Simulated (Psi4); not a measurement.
**BH2F (SMILES BF) at B3LYP/6-311G(d,p) (sweep point 6)**

What is the vertical electron affinity of BH2F at B3LYP/6-311G** (sweep point 6)? 

Program for the calculation: Psi4 1.11.

## (1) The molecule

The species is BH2F (4 atoms), meant as a singlet with charge 0. As SMILES, `BF`. The coordinates come from a PBE0-D4/def2-TZVP relaxation.

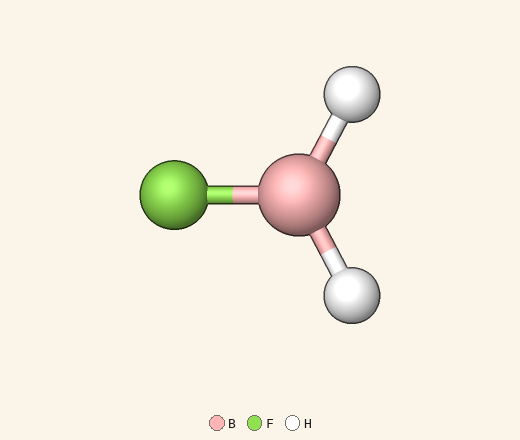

The structure, seen from a chosen angle (boron pink, fluorine green, hydrogen white).

## (2) The energy at B3LYP/6-311G(d,p) (sweep point 6)

Input file job.dat:

```
memory 1600 mb

molecule {
  B     -0.05158952    -0.00755890    -0.05820356
  F      2.00537736    -0.56068174     1.22813301
  H     -1.91334770    -1.22662123     0.35186700
  H      0.06462863     1.68110036    -1.56015789
  units au
  symmetry c1
}

set globals {
  basis                6-311G**
  puream               true
  scf_type             pk
  dft_radial_points    99
  dft_spherical_points 590
}

energy_value, wavefunction = energy("b3lyp", return_wfn=True)
```

The run is started by

```
psi4 -i job.dat -o job.out -n 1
```

job.out:

```text
[...]
  Running in c1 symmetry.
[...]
  Nuclear repulsion =   27.175758523276198
[...]
  Multiplicity = 1
[...]
  Nalpha       = 8
  Nbeta        = 8
[...]
    Number of basis functions: 48
[...]
   @RKS iter   1:  -125.91941627760075   -4.81473e-01   7.20795e-03 ADIIS/DIIS
[...]
   @RKS iter   7:  -125.96582467234688   -1.23994e-09   2.37728e-07 DIIS
[...]
    Orbital Energies [Eh]
    ---------------------
    Doubly Occupied:
       1A    -24.692601     2A     -6.811875     3A     -1.227883
       4A     -0.571604     5A     -0.486366     6A     -0.469550
       7A     -0.455302     8A     -0.333603
[...]
  @RKS Final Energy:  -125.96582467234688
   => Energetics <=
    Nuclear Repulsion Energy =             27.1757585232761976
    One-Electron Energy =                -227.3036207437999110
    Two-Electron Energy =                  86.5253319286471623
    DFT Exchange-Correlation Energy =     -12.3632943804703181
    Empirical Dispersion Energy =           0.0000000000000000
    VV10 Nonlocal Energy =                  0.0000000000000000
    Total Energy =                       -125.9658246723468835
[...]
 Multipole Moments:
 ------------------------------------------------------------------------------------
     Multipole            Electronic (a.u.)      Nuclear  (a.u.)        Total (a.u.)
 ------------------------------------------------------------------------------------
 L = 1.  Multiply by 2.5417464519 to convert [e a0] to [Debye]
 Dipole X            :          1.6749144           -1.8791707           -0.2042563
 Dipole Y            :         -0.4505667            0.5054210            0.0548544
 Dipole Z            :          1.0476486           -1.1752995           -0.1276509
 Magnitude           :                                                    0.2470311
[...]
```

Run time: 6.6 s. Hardware: 1 thread of AMD EPYC 7R43 (Zen 3), shared host; peak memory 0.5 GiB.

## (3) The doublet anion

Input file job.in:

```
memory 1600 mb

molecule m {
  -1 2
  B     -0.05158952    -0.00755890    -0.05820356
  F      2.00537736    -0.56068174     1.22813301
  H     -1.91334770    -1.22662123     0.35186700
  H      0.06462863     1.68110036    -1.56015789
  units bohr
  symmetry c1
}

set globals {
  basis                6-311G**
  reference            uks
  puream               true
  scf_type             pk
  dft_radial_points    99
  dft_spherical_points 590
  maxiter              150
}

E, wfn = energy('b3lyp', return_wfn=True)
print_variables()
```

The run is started by

```
psi4 -i job.in -o job.out -n 1
```

job.out:

```text
[...]
  Running in c1 symmetry.
[...]
  Nuclear repulsion =   27.175758523276198
[...]
  Multiplicity = 2
[...]
  Nalpha       = 9
  Nbeta        = 8
[...]
    Number of basis functions: 48
[...]
   @UKS iter   1:  -125.73694270443593   -2.98999e-01   1.17022e-02 DIIS/ADIIS
[...]
   @UKS iter   8:  -125.91654300238103   -5.07238e-09   3.20350e-07 DIIS
[...]
   @S^2 Observed:                7.528481816E-01
[...]
    Orbital Energies [Eh]
    ---------------------
    Alpha Occupied:
       1A    -24.387698     2A     -6.471338     3A     -0.936200
       4A     -0.286107     5A     -0.200600     6A     -0.192206
       7A     -0.169651     8A     -0.050525     9A      0.148205
    Alpha Virtual:
      10A      0.306516    11A      0.337739    12A      0.360300
      13A      0.469489    14A      0.480823    15A      0.514607
      16A      0.741848    17A      0.760784    18A      0.765416
      19A      1.020965    20A      1.096857    21A      1.154361
      22A      1.278810    23A      1.302356    24A      1.323896
      25A      1.412639    26A      1.539877    27A      1.793639
[...]
  @UKS Final Energy:  -125.91654300238103
   => Energetics <=
    Nuclear Repulsion Energy =             27.1757585232761976
    One-Electron Energy =                -231.9857576506177281
    Two-Electron Energy =                  91.4721644768150099
    DFT Exchange-Correlation Energy =     -12.5787083518544964
    Empirical Dispersion Energy =           0.0000000000000000
    VV10 Nonlocal Energy =                  0.0000000000000000
    Total Energy =                       -125.9165430023810330
[...]
 Multipole Moments:
 ------------------------------------------------------------------------------------
     Multipole            Electronic (a.u.)      Nuclear  (a.u.)        Total (a.u.)
 ------------------------------------------------------------------------------------
 L = 1.  Multiply by 2.5417464519 to convert [e a0] to [Debye]
 Dipole X            :          2.9422427           -1.8791707            1.0630720
 Dipole Y            :         -0.7914078            0.5054210           -0.2859868
 Dipole Z            :          1.8401961           -1.1752995            0.6648966
 Magnitude           :                                                    1.2860785
[...]
```

Wall time 9 s (1 thread of AMD EPYC 7R43 (Zen 3), shared host); peak memory 0.5 GiB.

## (4) Summary of results

At B3LYP/6-311G** (sweep point 6):

| quantity | value |
| --- | --- |
| singlet BH2F: total energy | -125.96582 Eh |
| singlet BH2F: dipole moment | 0.63 D |
| singlet BH2F: HOMO energy | -9.08 eV |
| singlet BH2F: LUMO energy | -1.30 eV |
| singlet BH2F: HOMO–LUMO gap | 7.78 eV |
| doublet anion: total energy | -125.91654 Eh |
| doublet anion: HOMO energy (highest over α and β) | 4.03 eV |
| doublet anion: LUMO energy (lowest over α and β) | 6.99 eV |
| doublet anion: ⟨S²⟩ | 0.753 |
| vertical electron affinity (to the doublet anion) | -1.341 eV |

**Reading.** The anion lies 1.34 eV (129 kJ/mol) above the neutral: the electron isn't bound at this level, and such a value depends on the basis. Without diffuse functions anions come out too high. The HOMO (doublet anion) lies at positive energy, 4.03 eV; only total energies tell whether the electron is bound.
